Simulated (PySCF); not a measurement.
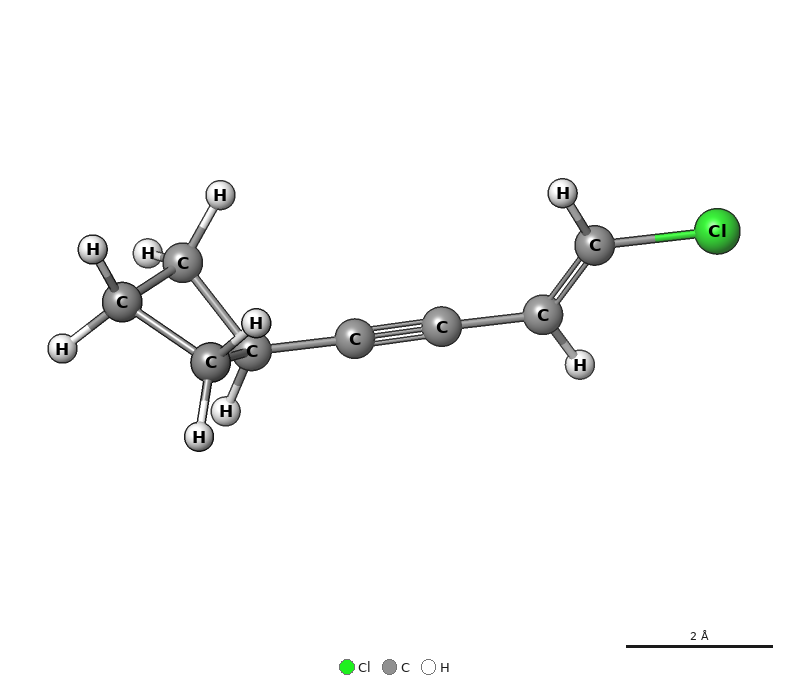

Double and triple bonds are drawn as two and three sticks.

**Give the formula.**

C8H9Cl, 18 atoms: 8 carbon, 9 hydrogen and 1 chlorine.

**How many bonds of each kind are drawn?**

9 C–H, 8 C–C, 1 C–Cl.

**Does it have rings?**

Independent rings (smallest set): 1 of 4 members.

**Name functional groups in it.**

Among them: alkene, alkyne, C–Cl bond.

More results for the same structure follow; atom numbers are the same in all pictures, views and colours differ. Computed geometry: PBE0-D3(BJ)/def2-SVP optimisation. No frequency run is at hand to confirm it as a minimum.

**Geometry**

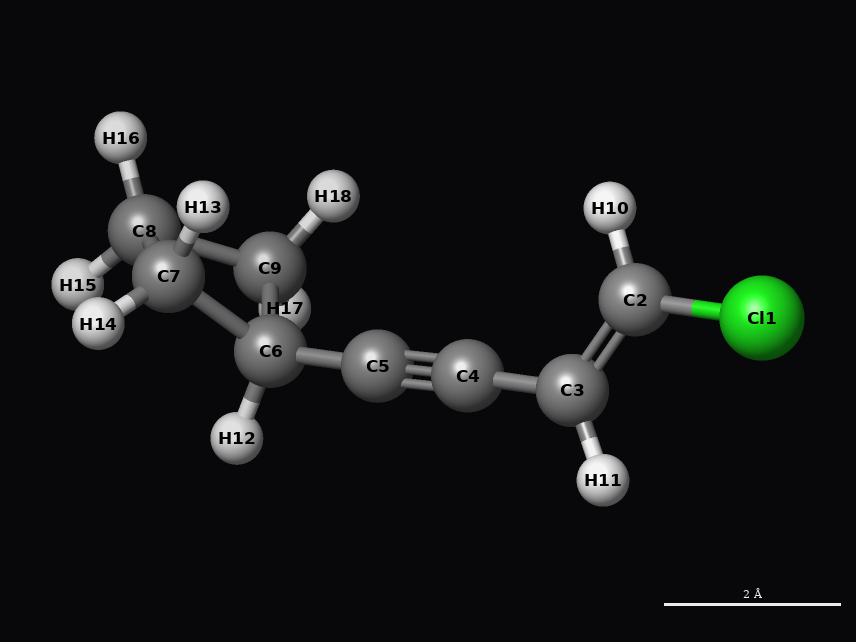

No frequency run is at hand to confirm it as a minimum.

Which atoms are bonded, and how long are the bonds? Leave out bonds to hydrogen.

```tsv
bond	length (Å)	order
Cl1–C2	1.718	single
C2–C3	1.343	double
C3–C4	1.418	single
C4–C5	1.217	triple
C5–C6	1.448	single
C6–C7	1.552	single
C6–C9	1.552	single
C7–C8	1.539	single
C8–C9	1.539	single
```

**Electronic properties**

No frequency run is at hand to confirm it as a minimum. Properties computed with B97-2/pcSseg-1, gas phase (PySCF 2.14.0).

**Give the HOMO energy (Kohn–Sham orbital) at this level.**

−6.44 eV.

**Give the dipole moment at this level.**

2.25 D.

**Give the LUMO energy (Kohn–Sham orbital) at this level.**

−1.12 eV.

**Ring current**

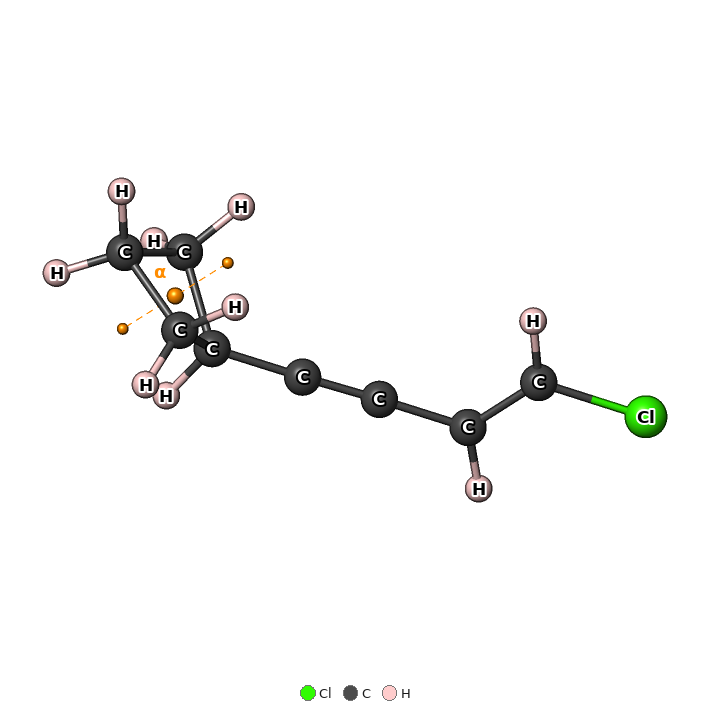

The small points mark where nucleus-independent chemical shifts (NICS) were computed: at the centre of each lettered ring and 1 Å above and below it. No frequency run is at hand to confirm it as a minimum. Level of theory: GIAO PBE0/pcSseg-1 NMR shielding, non-relativistic, gas phase (PySCF 2.14.0).

Give NICS(0), NICS(1) and the out-of-plane component NICS(1)zz for each ring (means of the two sides).

```tsv
ring	members	NICS(0)	NICS(1)	NICS(1)zz
α	C4	−2.5	−1.6	3.0
```

Values in ppm.

**Quadrupole coupling**

No frequency run is at hand to confirm it as a minimum. Electric field gradients from the ground-state density, PBE0/pcSseg-1 (PySCF 2.14.0), non-relativistic apart from any core potentials.

Give the largest field-gradient component, the quadrupole coupling constant and the asymmetry for 35Cl at Cl1 (Q = −81.7 mb), 2H at H10 (Q = 2.86 mb), 2H at H11 (Q = 2.86 mb).

```json
{"atom": "Cl1", "V_zz (a.u.)": "3.833", "e²qQ/h (MHz)": "−73.6", "η": "0.14"}
{"atom": "H10", "V_zz (a.u.)": "0.300", "e²qQ/h (MHz)": "0.201", "η": "0.10"}
{"atom": "H11", "V_zz (a.u.)": "0.296", "e²qQ/h (MHz)": "0.199", "η": "0.08"}
```
